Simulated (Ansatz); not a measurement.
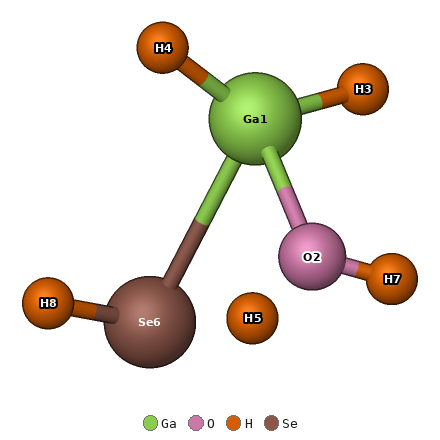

The system is the reacting system GaH5OSe (fragments GaH₃O + H₂Se where the first distance is long, GaH₅OSe where the second is long); the picture shows the reference structure. The first coordinate is: distance Ga1–Se6 (bond that forms); the second: distance H5–Se6 (bond that breaks). Relaxed at each point: all other coordinates. Grid: 13 × 13 points. At 1 point there is no value. Points are written as (first, second). Energies are in kJ/mol, from a guessed transition structure relaxed with its forming and breaking bonds held. The reference is spin-restricted, so regions where a bond is pulled apart into radicals lie too high. Computed with RKS PBE-D4/def2-SVP (Ansatz 0.2.0).

Its coordinates:

```xyz
8

Ga   -0.6933   -0.9069    0.2009
O    -0.7191    1.1262   -0.6264
H    -0.8921   -1.8794   -1.0131
H    -1.2918   -0.7685    1.6379
H     0.5323    1.0102   -0.4348
Se    2.0222   -0.1228    0.2467
H    -0.7800    1.0633   -1.6022
H     1.8219    0.4780    1.5910
```

Range: distance Ga1–Se6 (bond that forms) from 2.178 to 3.978 Å; distance H5–Se6 (bond that breaks) from 1.359 to 2.559 Å.

Predict the map.

Answer. The lowest grid point is at (2.370 Å, 2.559 Å), −74 kJ/mol from a guessed transition structure relaxed with its forming and breaking bonds held. It lies at the edge of the scanned range, so the true minimum may lie outside. The highest grid point, (3.978 Å, 2.559 Å), lies 189 kJ/mol above the lowest.

| second ↓, first → | 2.178 | 2.259 | 2.370 | 2.496 | 2.634 | 2.781 | 2.935 | 3.096 | 3.262 | 3.434 | 3.611 | 3.792 | 3.978 |
| --- | --- | --- | --- | --- | --- | --- | --- | --- | --- | --- | --- | --- | --- |
| 2.559 | −42 | −62 | −74 | −73 | −61 | −41 | −18 | 7 | 32 | 56 | 78 | 98 | 116 |
| 2.435 | −41 | −61 | −73 | −73 | −61 | −43 | −21 | 4 | 28 | 51 | 72 | 92 | 109 |
| 2.314 | −37 | −58 | −71 | −71 | −61 | −44 | −22 | 1 | 25 | 47 | 67 | 86 | 102 |
| 2.197 | −33 | −54 | −68 | −69 | −60 | −43 | −22 | 0 | 23 | 44 | 63 | 80 | 95 |
| 2.082 | −25 | −47 | −62 | −64 | −56 | −40 | −21 | 1 | 22 | 41 | 59 | 75 | 88 |
| 1.971 | −15 | −37 | −53 | −56 | −49 | −35 | −17 | 3 | 22 | 40 | 56 | 70 | 80 |
| 1.864 | 0 | −24 | −41 | −45 | −40 | −27 | −11 | 7 | 24 | 39 | 52 | 62 | 70 |
| 1.761 | 19 | −6 | −24 | −31 | −28 | −17 | −4 | 11 | 24 | 35 | 44 | 50 | 55 |
| 1.663 | 42 | 15 | −5 | −14 | −14 | −8 | 2 | 11 | 19 | 25 | 31 | 35 | 38 |
| 1.571 | 67 | 38 | 15 | 2 | −3 | −2 | 2 | 6 | 11 | 15 | 19 | 23 | 25 |
| 1.487 | 89 | 58 | 30 | 13 | 5 | 2 | 2 | 5 | 9 | 12 | 16 | 19 | 22 |
| 1.413 | 101 | 70 | 43 | 25 | 14 | 10 | 10 | 12 | 16 | 19 | 23 | 26 | 29 |
| 1.359 | 115 | 84 | – | 39 | 28 | 24 | 24 | 26 | 30 | 34 | 37 | 41 | 43 |

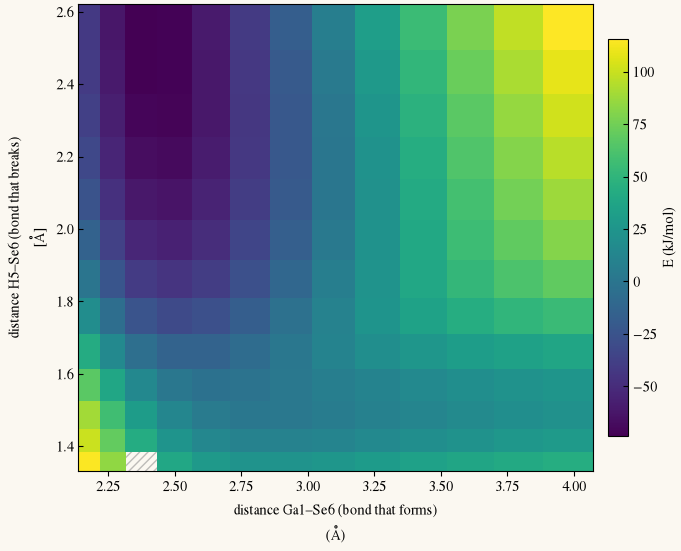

Drawn: one coloured cell a grid point, hatched blanks where no value was computed.

Each point was launched as `ansatz run input.yaml --threads 1 --pin off --max-ram 2560MiB --backend cpu --events-out ev --progress --plain --runs-dir out`. Time for the 168 points that were run: 45 min on 1 thread of Arm Neoverse V1, with other jobs on the host.
